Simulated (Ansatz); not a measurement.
## Electronic structure of Cl$_{4}$F$_{2}$W in real space

Input file:

```
crystal:
  periodic: [false, false, false]
  atoms:
    - symbol: Cl
      position_ang: [-0.002822, -2.278982, -0.326966]
    - symbol: Cl
      position_ang: [1.610329, 0.293089, -1.560133]
    - symbol: Cl
      position_ang: [-0.249744, 2.246605, 0.300645]
    - symbol: Cl
      position_ang: [1.470309, -0.166612, 1.699240]
    - symbol: F
      position_ang: [-1.314095, 0.104107, -1.346989]
    - symbol: F
      position_ang: [-1.423514, -0.254766, 1.196917]
    - symbol: W
      position_ang: [-0.029064, -0.011540, -0.008414]
basis:
  gaussian:
    orbitals: def2-SVPD
output:
  forces: true
  orbitals: {seedname: orbitals}
hamiltonian:
  xc: {name: PBE0}
```

Run with:

```sh
ansatz run input.yaml --threads 2 --pin off --max-ram 6090MiB --events-out events.jsonl --progress --plain --runs-dir runs
```

Geometry: PBE0-D4/def2-SVP; core potentials replace the inner electrons of W.

Theory: isolated molecule in a Gaussian basis; Kohn-Sham density functional theory, functional PBE0 (Ansatz 0.2.0).

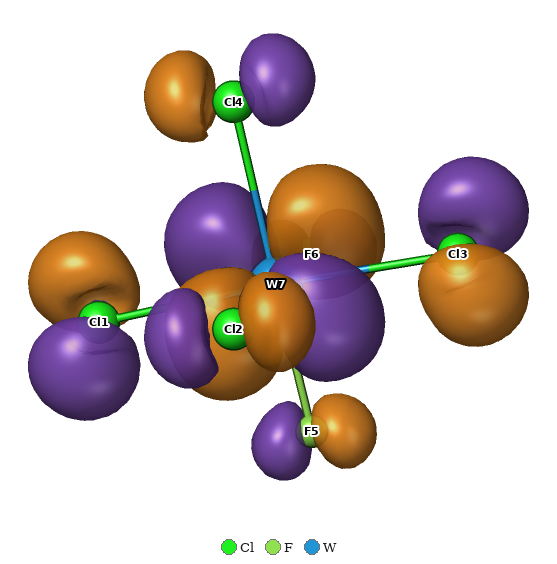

Figure 1. One frontier orbital at ±0.1 Å⁻³ᐟ² (orange and purple are the two phases), seen at a tilt.

### Which orbital is it: HOMO or LUMO?

The LUMO, at −5.39 eV. By Hirshfeld shares it lies mainly on W7 (about 60 %), Cl1 (about 10 %), Cl3 (about 10 %), Cl2 (about 5 %) and Cl4 (about 5 %).

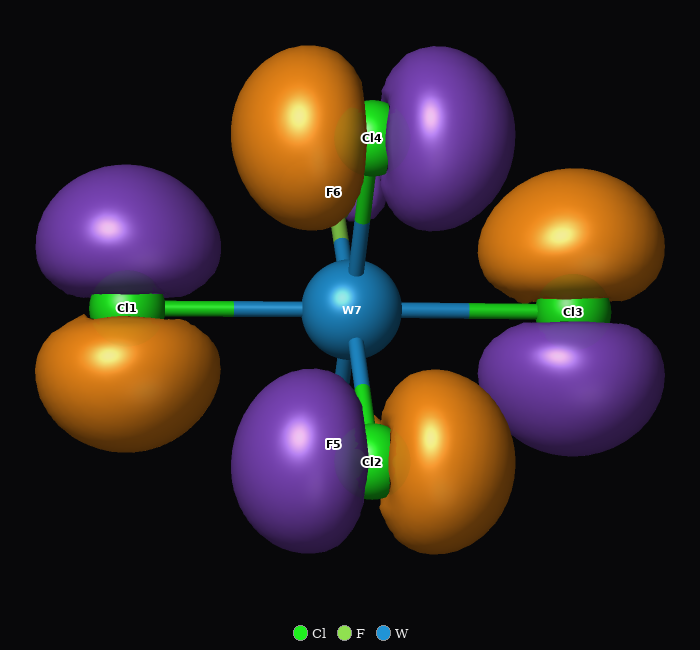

Figure 2. The HOMO at ±0.1 Å⁻³ᐟ² (orange and purple are the two phases), seen across its widest extent.

### Where does this orbital lie, and at what energy?

It lies mainly on Cl1 (about 25 %), Cl3 (about 25 %), Cl2 (about 25 %) and Cl4 (about 25 %); largely a combination of lone pairs on Cl1, Cl3, Cl2 and Cl4. Its energy is −9.68 eV.
